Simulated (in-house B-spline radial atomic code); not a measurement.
```
Z = 37
electrons = 33.0
configuration = [Ar] 3d10 4s2 4p3
hamiltonian = x2c
method = lc_wpbe
lmax = 9
rms_radius = 4.2036
spin_polarised = True
box_radius = 11.96
intervals = 68
```

Command:
```bash
python run_gw.py task.json out
```

All-electron spherical atom, scalar X2C, LC-wPBE start, no spin-orbit coupling, Breit or QED terms; computed with a B-spline radial code. The quasi-particle equation is solved at full frequency; levels of low quasi-particle weight Z are left out.

Mean-field and G₀W₀ levels (solid occupied, dashed empty) for Rb⁴⁺:

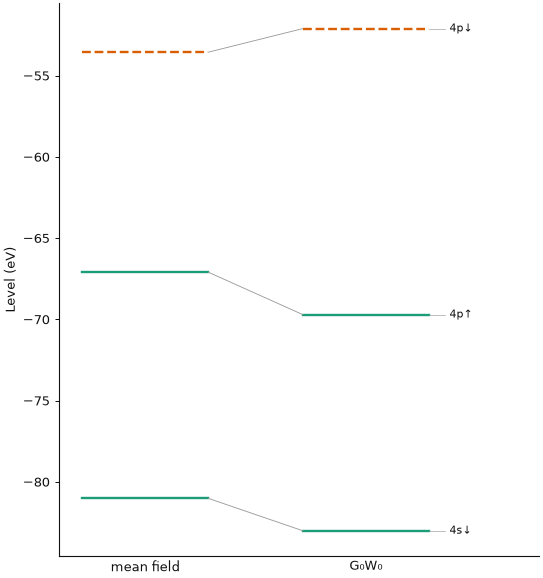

G₀W₀ moves the highest occupied level, 4p↑, from −67.09 to −69.71 eV (renormalisation factor Z = 0.97). The empty level 4p↓ goes from −53.55 to −52.10 eV.

```json
{"Level": "4p↓", "Mean field (eV)": "−53.55", "Σx − vxc (eV)": "3.99", "Σc (eV)": "−2.54", "Z": "0.97", "G₀W₀ (eV)": "−52.10"}
{"Level": "4p↑", "Mean field (eV)": "−67.09", "Σx − vxc (eV)": "−2.03", "Σc (eV)": "−0.58", "Z": "0.97", "G₀W₀ (eV)": "−69.71"}
{"Level": "4s↓", "Mean field (eV)": "−81.01", "Σx − vxc (eV)": "0.58", "Σc (eV)": "−2.58", "Z": "0.97", "G₀W₀ (eV)": "−83.01"}
```
